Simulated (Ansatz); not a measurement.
Redistribution: CH2BrCl + C2F4 → CH2ClF + C2BrF3

Gas-phase species: CH2BrCl (bromochloromethane) `ClCBr`, singlet; C2F4 (tetrafluoroethylene) `FC(F)=C(F)F`, singlet; CH2ClF (chlorofluoromethane) `FCCl`, singlet; C2BrF3 (bromotrifluoroethene) `FC(F)=C(F)Br`, singlet. The partners trade Br for F; both sit on C, so the bond types are kept.

Shapes, held fixed at every level: PBE0-D4/def2-TZVP. Programs: Ansatz 0.2.0. The zero-point and thermal change to 298 K, harmonic and unscaled (PBE0-D4/def2-TZVP), is +0.6 kJ/mol.

```
               level                    kind  ΔH(298 K) (kJ/mol)  less CCSD(T)/def2-TZVPP
r2SCAN-D4/def2-TZVPP                meta-GGA                -3.2                     -1.4
  PBE0-D4/def2-TZVPP           global hybrid                -0.4                     +1.4
  wB97M-V/def2-TZVPP  range-separated hybrid                -1.6                     +0.2
   B2PLYP/def2-TZVPP           double hybrid                -2.5                     -0.7
        MP2/def2-SVP     perturbation theory                +1.3                     +3.1
    CCSD(T)/def2-SVP   coupled cluster or CI                +1.5                     +3.3
     CCSD/def2-TZVPP   coupled cluster or CI                -0.7                     +1.1
  CCSD(T)/def2-TZVPP   coupled cluster or CI                -1.8                      0.0
```

The highest level, CCSD(T)/def2-TZVPP, gives ΔH(298 K) = -1.8 kJ/mol; the levels span -3.2 to +1.5. That is about zero within the method's error. They disagree on the sign: 2 of 8 are positive. The column of differences is taken from that level and isn't an error. No measured value is set beside it here. Relativity is left out for Br. Outer-core shells of Br are correlated, in sets that cover them unevenly.

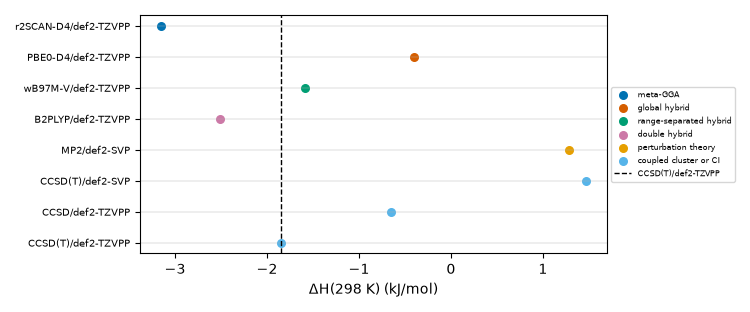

The values of the table, level by level.
